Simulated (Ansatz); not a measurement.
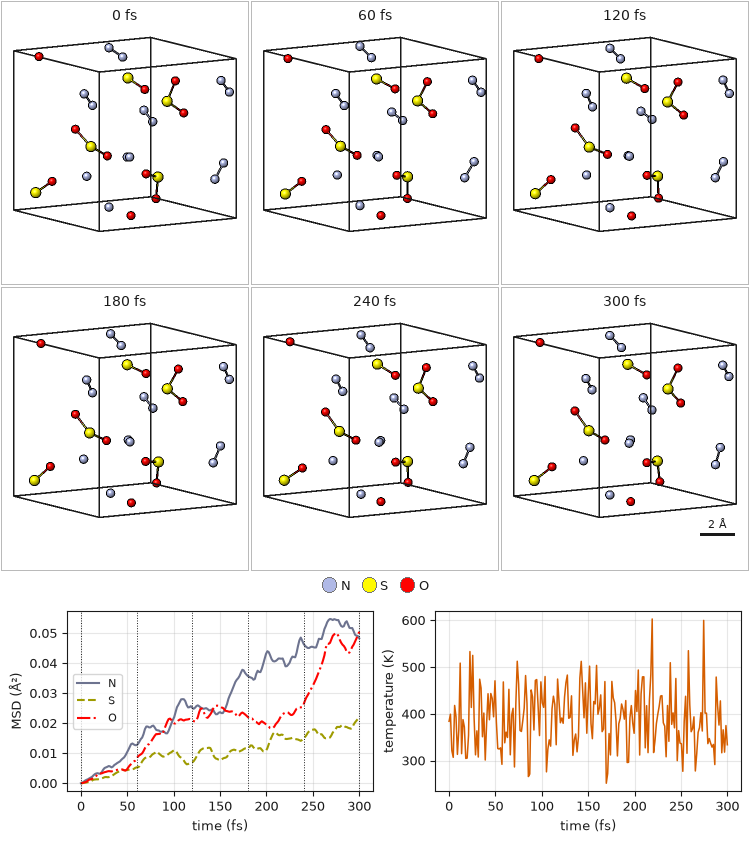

Molecular dynamics of a periodic cell with 5 N2 + 5 SO2 at 0.891 g/cm³, 300 fs long. It starts from the last geometry of an earlier run, with fresh velocities. Frames and the history of the run. Style: ball-and-stick. Shown: the simulation cell, from a free direction.

All numbers below come from DFT PBE-D3(BJ), scalar-relativistic, plane waves, PAW in Ansatz. Set-up: plane-wave cutoff 420 eV; k-point mesh 1 × 1 × 1; Fermi-Dirac smearing 0.02 eV; low-accuracy preset; Langevin thermostat (NVT); set temperature 400 K; time step 1.5 fs; friction 0.5 per fs.

What do the frames and curves show?

Answer. The mean temperature in the second half is 389 K (standard deviation 66 K). The potential energy in the second half lies on average 6.8 meV per atom below the first frame. In the second half of the run the atoms are, in the root-mean-square, this far from where they began (common drift taken out): N 0.21 Å, O 0.17 Å, S 0.12 Å. The heavy atoms stay within a fraction of a molecule's size of their starting places; so short a run doesn't tell a liquid from a solid. The friction is so strong that the slow modes are overdamped, and the motion no longer resembles free dynamics.

Limits of the set-up: the program's low-accuracy preset was used.
